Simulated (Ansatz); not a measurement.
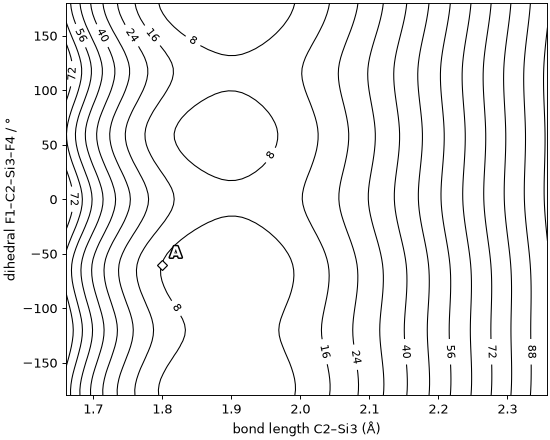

CH3F3Si, SMILES FC[SiH](F)F. First axis: bond length C2–Si3. Second axis: dihedral F1–C2–Si3–F4. Nothing is relaxed (all other coordinates rigid). The grid has 11 × 12 points. Points are written as (first, second). Energies are in kJ/mol, from the relaxed molecule at the same level. All numbers below come from RKS PBE-D4/def2-TZVP in Ansatz 0.2.0.

Drawn: contour lines labelled in kJ/mol, the point A. Between grid points the surface is interpolated.

Is A at rest? If not, where is it pushed?

Answer. A, at (1.799 Å, −60°), is not a stationary point. The computed force is 177 kJ/mol for each Å towards larger values of bond length C2–Si3 and 0.081 kJ/mol for each degree towards smaller values of dihedral F1–C2–Si3–F4.
